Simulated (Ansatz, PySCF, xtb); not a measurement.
HF (SMILES F) and Cl2 (SMILES ClCl) are pulled apart as rigid monomers along the line of their centres of mass, from the B3LYP-D3(BJ)/def2-TZVP minimum. Starting geometry (charge 0, multiplicity 1):
```xyz
4

F      0.455     0.384     0.112
H      0.339    -0.061     0.920
Cl    -0.366     0.490     4.017
Cl     0.046    -1.164     2.946
```

Interaction energies with rigid monomers; basis-set methods are counterpoise corrected unless marked otherwise.

Cores are frozen in the correlated methods. Rows in 6-31G* carry no dispersion term and start afresh at each structure (6-31G* with six Cartesian d functions).

Run with Ansatz (Gaussian orbitals); PySCF for 6-31G* rows; xtb for the GFN methods. Values without a source in brackets are computed.

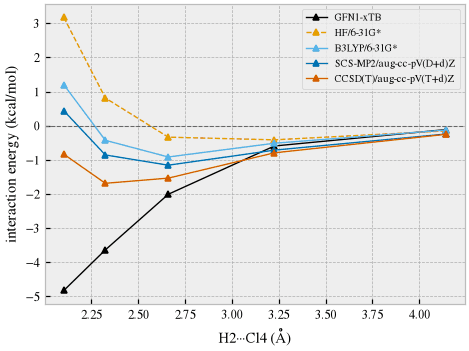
Interaction energy against separation

Which level binds most strongly at H2···Cl4 = 2.33, and by how much?

GFN1-xTB, -3.6 kcal/mol.

Ansatz is an electronic-structure program.
